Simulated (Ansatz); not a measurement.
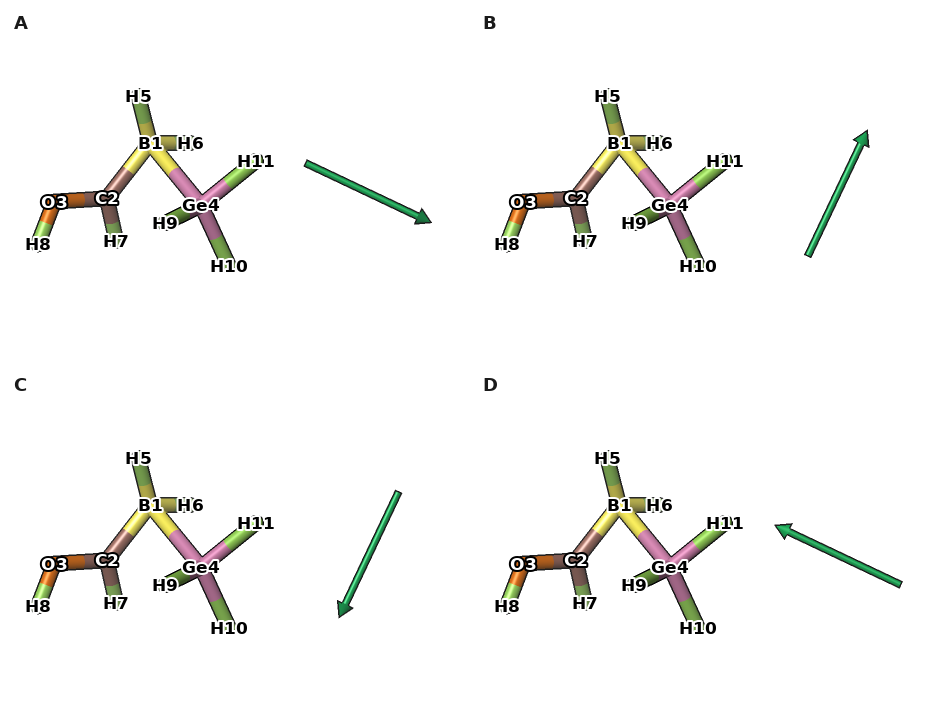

The same molecule four times, each with an arrow. The geometry was computed by an optimisation with PBE-D4/def2-SVP. No frequency run is at hand to confirm it as a minimum. Method: RKS PBE-D4/def2-SVP (Ansatz 0.2.0).

Which arrow points along the dipole moment, from the negative to the positive end?

C. The dipole moment is 3.36 D; it points from the side of H5 to the side of H8 (the outermost atoms at the two ends).
